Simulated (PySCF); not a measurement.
# C$_{4}$H$_{7}$OPSi: what the fields show

Input

```
{"job": {"kind": "uv", "xc": "wB97X-D", "basis": "def2-SVPD", "nstates": 8, "ntriplets": 3}, "charge": 0, "multiplicity": 1}
C     -1.816223     1.476665     0.247842
Si    -1.103594    -0.112712    -0.510922
P     -1.805543    -1.884500     0.695064
C      0.753323    -0.015589    -0.466842
C      1.960840    -0.023492    -0.365179
C      3.384541    -0.017344    -0.268319
O      4.030254     0.557070     0.568446
H     -1.551089     2.346724    -0.344657
H     -1.442975     1.635363     1.256448
H     -2.900440     1.424830     0.300377
H     -1.489691    -0.310683    -1.914656
H     -0.940392    -1.671729     1.754901
H     -0.942865    -2.785846     0.094510
H      3.863175    -0.619229    -1.069179
```

Command:

```sh
OMP_NUM_THREADS=1 python probes_run.py task.json out
```

Geometry: GFN2-xTB.

Level of theory: wB97X-D/def2-SVPD, SCF density, gas phase (PySCF 2.14.0).

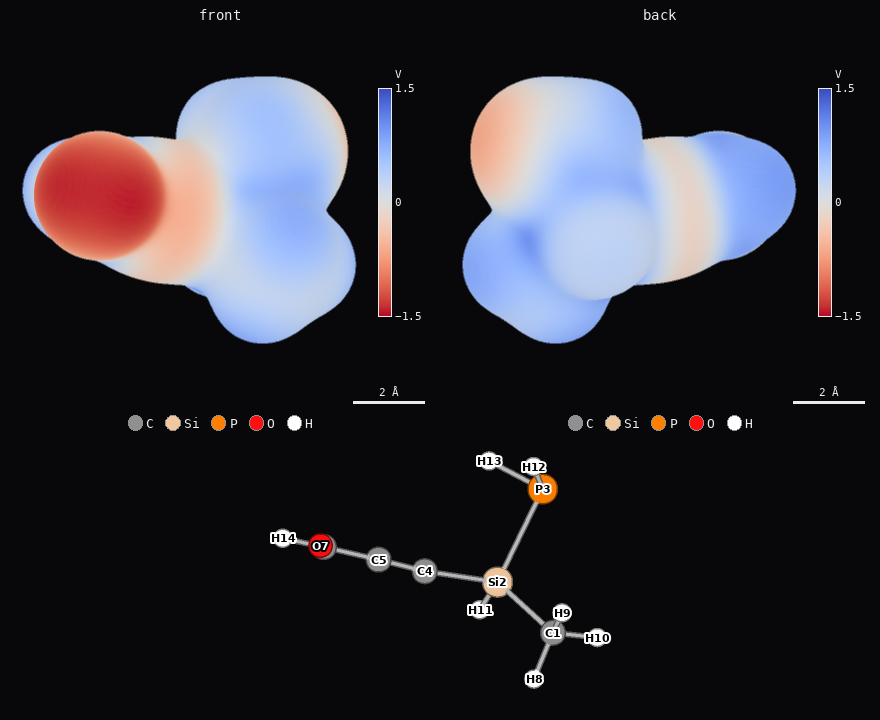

Figure 1. The molecular electrostatic potential painted on the density surface at 0.001 e/bohr³, seen from the front and from behind; the colour scale runs from red (negative) to blue (positive). The bare structure is drawn below in the same view.

> Which sites attract a positive test charge, and which a negative one?

A positive charge is drawn to the negative regions and a negative charge to the positive ones. The most negative region (about −1.4 V, or −32 kcal/mol for a unit charge) lies over O7, the most positive (about +0.9 V, or +21 kcal/mol for a unit charge) over Si2 and H14. O7 is the likeliest acceptor of a hydrogen bond.

> How polar is the molecule by this calculation?

Its dipole moment is 2.67 D.

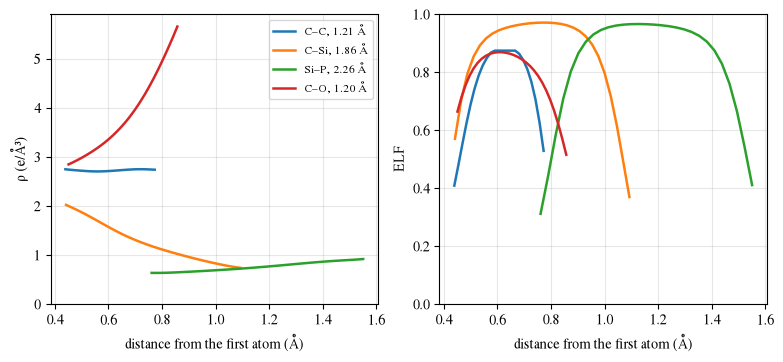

Figure 2. Electron density and electron localisation function along straight lines between neighbouring atoms. The curves leave out the atomic cores.

> Compare the contacts.

C–C (1.21 Å): the density is about 2.7 e/Å³ at the midpoint; the ELF peaks at about 0.85 between the atoms; a short, multiple covalent bond.
C–Si (1.86 Å): ρ at the midpoint is about 0.92 e/Å³; the ELF peaks at about 1 between the atoms; a shared electron pair.
Si–P (2.26 Å): ρ is about 0.74 e/Å³ halfway, with its minimum of 0.64 e/Å³ about 0.8 Å from Si; the ELF peaks at about 0.95 between the atoms: localised, covalent bonding.
C–O (1.20 Å): the density is about 3.4 e/Å³ at the midpoint; the ELF peaks at about 0.85 between the atoms (a multiple bond).
